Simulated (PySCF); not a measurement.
Consider C$_{4}$H$_{8}$O$_{2}$Si (SMILES CO[C@]1(C=O)C[SiH2]1).

```yaml
atoms:
  - { symbol: C, position_ang: [1.4920, 0.1969, -1.5084] }
  - { symbol: O, position_ang: [0.1645, -0.2247, -1.2625] }
  - { symbol: C, position_ang: [-0.3073, 0.1037, 0.0099] }
  - { symbol: C, position_ang: [-0.7322, 1.4539, 0.2578] }
  - { symbol: O, position_ang: [-1.0740, 1.8779, 1.3469] }
  - { symbol: C, position_ang: [0.2121, -0.7155, 1.2057] }
  - { symbol: Si, position_ang: [-1.5437, -1.1963, 0.7935] }
  - { symbol: H, position_ang: [1.7455, -0.1571, -2.5057] }
  - { symbol: H, position_ang: [1.5752, 1.2879, -1.4739] }
  - { symbol: H, position_ang: [2.1890, -0.2317, -0.7808] }
  - { symbol: H, position_ang: [-0.7950, 2.0869, -0.6492] }
  - { symbol: H, position_ang: [1.0272, -1.3842, 0.9634] }
  - { symbol: H, position_ang: [0.4089, -0.1144, 2.0837] }
  - { symbol: H, position_ang: [-1.7358, -2.3565, -0.0551] }
  - { symbol: H, position_ang: [-2.6307, -0.6188, 1.5529] }
```

Geometry: GFN2-xTB.

These are results of wB97X-D/def2-SVPD, SCF density, gas phase in PySCF, not measurements.

What can the converged electron density and electron localisation function tell about the bonding?

C–O (1.22 Å): ρ at the midpoint is about 3.2 e/Å³; the ELF peaks at about 0.85 between the atoms (a multiple bond).
C–C (1.44 Å): the density is about 2 e/Å³ at the midpoint; the ELF peaks at about 0.95 between the atoms; localised, covalent bonding.
C–H (1.11 Å): the density is about 2 e/Å³ at the midpoint; the ELF climbs to about 1 towards the hydrogen, as it does in any bond to H: a covalent bond by its length.
C–O (1.40 Å): ρ at the midpoint is about 2.1 e/Å³, with its minimum of 1.8 e/Å³ about 0.5 Å from C; the ELF peaks at about 0.90 between the atoms; a shared but strongly polarised pair.

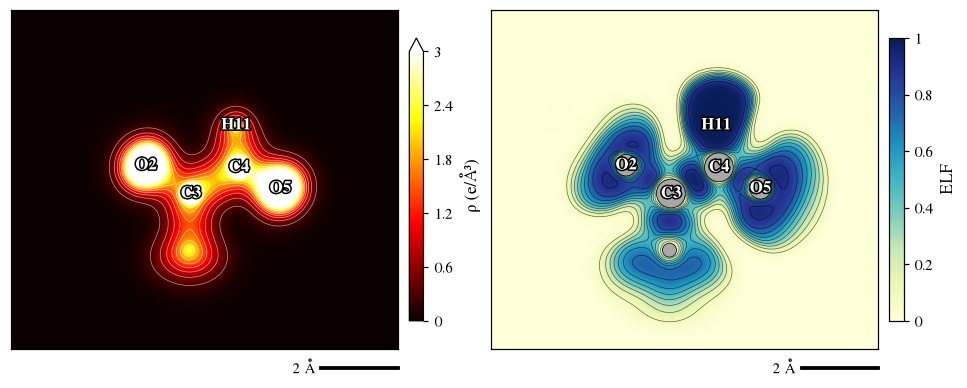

Computed electron density and electron localisation function on the plane of atoms O5, C4 and H11, in this order. Grey discs cover the atomic cores in the ELF map. 
